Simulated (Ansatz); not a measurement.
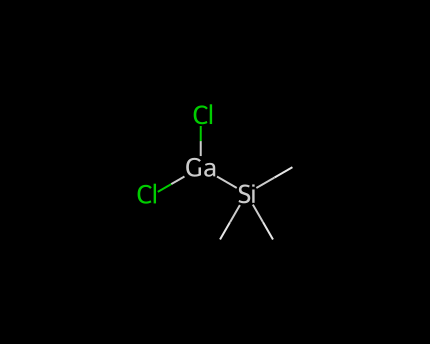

Source: calculation with Ansatz.

Skeletal drawing of a molecule.

Question: Transcribe the drawing into SMILES.

Answer: C[Si](C)(C)[Ga]([Cl])[Cl]

Question: Give the formula, hydrogens included.

Answer: C3H9Cl2GaSi.
